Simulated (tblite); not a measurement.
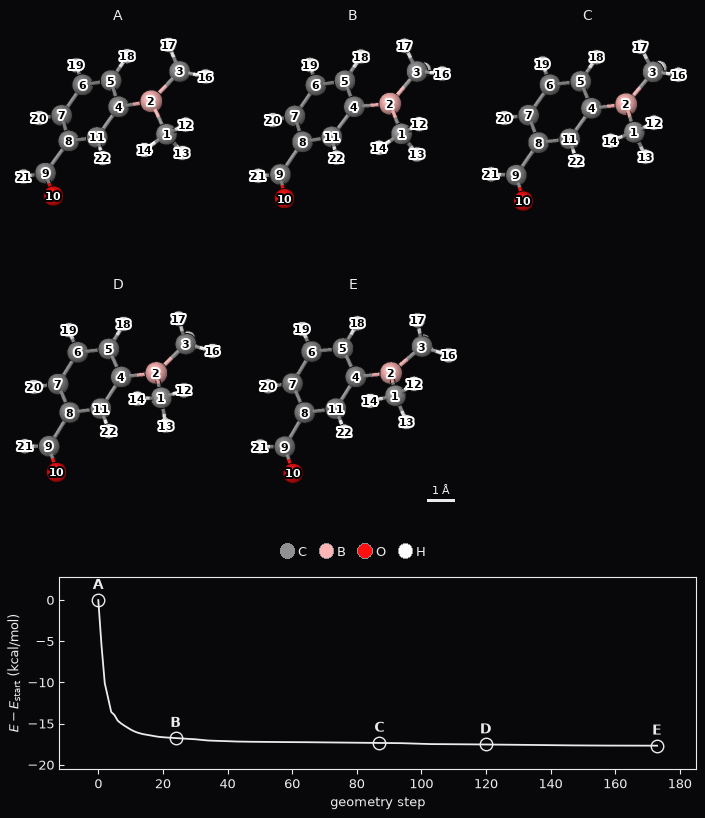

Frames of a relaxation of C$_{9}$H$_{11}$BO, marked on the history of the run. The picture is a ball-and-stick view, seen at a tilt.

The calculation used tblite, GFN2-xTB geometry optimisation, gas phase. 

**Describe the path.**

The atom that moves furthest after the best rigid fit is an H atom (0.81 Å). By element the largest moves are H 0.81 Å, O 0.56 Å, C 0.44 Å, B 0.32 Å. Among the contacts that change: C–O 1.278 → 1.205 Å, C–H 1.063 → 1.110 Å, C–H 1.122 → 1.087 Å, C–H 1.102 → 1.080 Å. Bond angles that change, for instance: C–C–O 115.7° → 125.6°, B–C–H 104.4° → 114.2°, H–C–H 113.7° → 106.0°. Over 173 geometry steps the energy falls by 17.7 kcal/mol. From step 0 to 24: an H atom moves most (0.35 Å), energy −16.7 kcal/mol. From step 24 to 87: an H atom moves most (0.33 Å), energy −0.59 kcal/mol. From step 87 to 120: an H atom moves most (0.47 Å), energy −0.20 kcal/mol. From step 120 to 173: an H atom moves most (0.34 Å), energy −0.14 kcal/mol.

```tsv
step	E − E(0), kcal/mol
0	0.00
1	-5.52
2	-10.08
3	-11.80
4	-13.58
5	-13.95
6	-14.63
7	-14.96
8	-15.23
9	-15.46
10	-15.71
19	-16.61
27	-16.83
36	-17.08
44	-17.18
53	-17.22
61	-17.24
70	-17.27
79	-17.31
87	-17.33
96	-17.39
104	-17.48
113	-17.50
122	-17.53
130	-17.57
139	-17.60
147	-17.63
156	-17.66
164	-17.66
173	-17.67
```
